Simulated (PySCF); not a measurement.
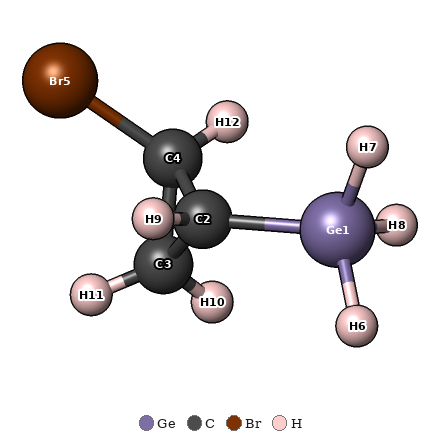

C₃H₇BrGe, SMILES [GeH3][C@@H]1C[C@H]1Br, singlet. Vertical core-electron binding energies by ΔSCF (SCAN, pcX-1 on the ionised atom, pcseg-1 elsewhere, spin-free X2C; PySCF, at a PBE0-D3(BJ)/def2-SVP geometry (no frequency check)), gas phase, against the vacuum level. One atom of each kind was ionised; within a panel, areas follow the number of like atoms, Gaussians of 0.8 eV full width. Only the regions named are shown. Lines closer than the width merge in the curve.

Q: Predict the C 1s photoelectron lines.

A:
| level | atoms | binding energy (eV) |
| --- | --- | --- |
| C 1s | C4 | 291.8 |
| C 1s | C3 | 291.0 |
| C 1s | C2 | 290.6 |

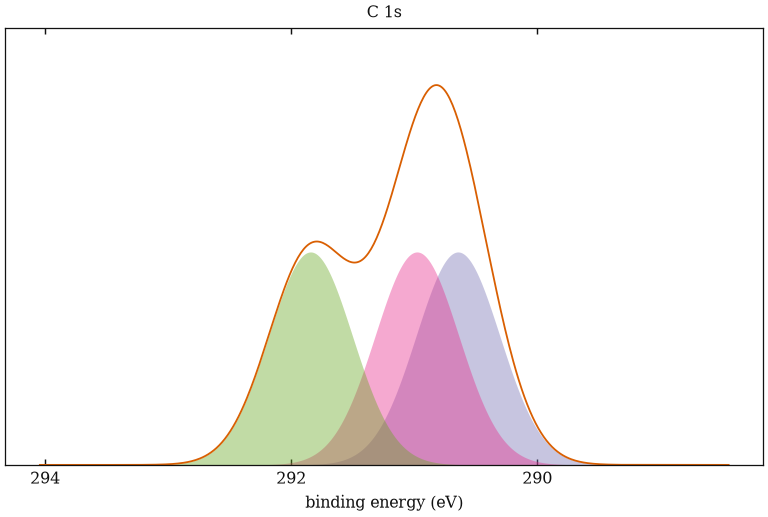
